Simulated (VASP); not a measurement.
Band structure of MgCd (space group P3m1). These are PBEsol GGA, VASP's PBE PAW potentials (set 64) (plane waves; VASP) values and carry that method's errors.

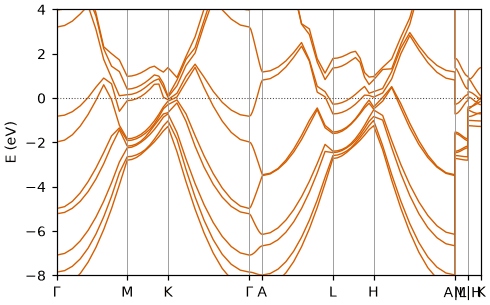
Fig. 1. Bands along high-symmetry lines, zero at the valence-band maximum or, without a gap, the Fermi level

Q: Read the plot: is there a gap, and where are the band edges?

A: It has no gap at this level: it comes out as a metal or semimetal. (Edges off the drawn lines would not show.)

The structure comes from a computed database's MgCd entry (P3m1); how it stands against other phases isn't given here. It was relaxed first, which changed the volume by -6 %.
